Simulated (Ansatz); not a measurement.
# C3H4FN: the cost of one run

Program: Ansatz 0.2.0. Level of theory: RKS PBE-D4/def2-SVP. These are calculated values, not measurements.

## Step 1: Starting point

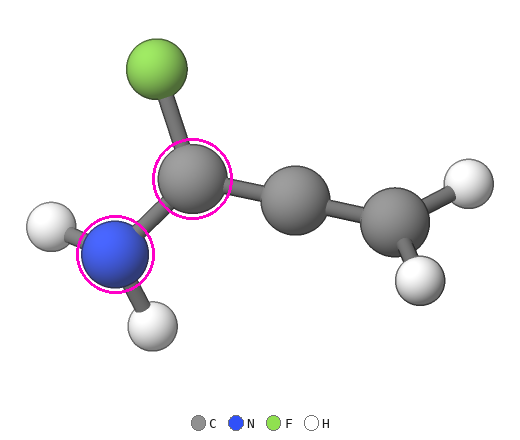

Start, viewed from a chosen angle; carbon grey, nitrogen blue, fluorine green, hydrogen white. Ringed: C3, N4.

Coordinates:

```xyz
9

C    -0.3074    1.3153   -1.1866
C     0.1099    0.4900   -0.3538
C     0.5489   -0.3750    0.4747
N    -0.0244   -1.5210    0.7385
F     1.7306   -0.1386    1.1324
H    -0.4837    2.4134   -0.9133
H    -0.5727    1.0665   -2.2083
H     0.1831   -1.8833    1.6497
H    -1.0959   -1.4135    0.6496
```

## Step 2: Relaxing end A

Contents of input.yaml:

```yaml
crystal:
  periodic: [false, false, false]
  atoms:
    - { symbol: C, position_ang: [-0.3074, 1.3153, -1.1866] }
    - { symbol: C, position_ang: [0.1099, 0.49, -0.3538] }
    - { symbol: C, position_ang: [0.5489, -0.375, 0.4747] }
    - { symbol: "N", position_ang: [-0.0244, -1.521, 0.7385] }
    - { symbol: F, position_ang: [1.7306, -0.1386, 1.1324] }
    - { symbol: H, position_ang: [-0.4837, 2.4134, -0.9133] }
    - { symbol: H, position_ang: [-0.5727, 1.0665, -2.2083] }
    - { symbol: H, position_ang: [0.1831, -1.8833, 1.6497] }
    - { symbol: H, position_ang: [-1.0959, -1.4135, 0.6496] }
basis:
  gaussian: { orbitals: def2-SVP }
hamiltonian:
  xc: pbe
  dispersion: d4
relax:
  f_tol: 0.015
  max_steps: 40
output:
  orbitals: {}
```

The run is started by

```sh
$ ansatz run input.yaml --threads 1 --pin off --max-ram 2048MiB --backend cpu --events-out ev --progress --plain --runs-dir out
```

**Question.** How long does this run take on 1 thread of Intel Xeon 6975P-C (Granite Rapids), shared host, and how much memory does it need?

About 28 s, with a peak of 0.14 GiB.
